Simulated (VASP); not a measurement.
Band structure of PbS (rock salt). Calculation: rev-vdW-DF2, VASP's PBE PAW potentials (set 64) (plane waves; VASP).

Unless said otherwise, spin-orbit coupling is left out, though it shifts the bands of the heavy elements here.

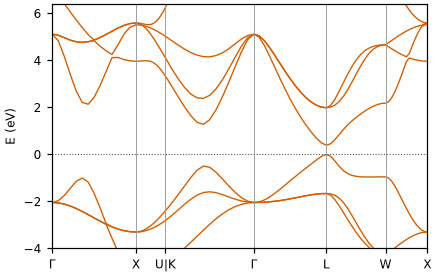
Figure: Bands along high-symmetry lines, zero at the valence-band maximum or, without a gap, the Fermi level

### Question
Read the plot: is there a gap, and where are the band edges?

### Answer
The gap is direct, 0.39 eV, from the valence maximum at L to the conduction minimum at L. (Edges off the drawn lines would not show.)

Measured: gap 0.37 eV (computed value off by +0.02 eV), as given by Wikipedia, List of semiconductor materials.

The compound is PbS in the rock salt structure. It was relaxed first.
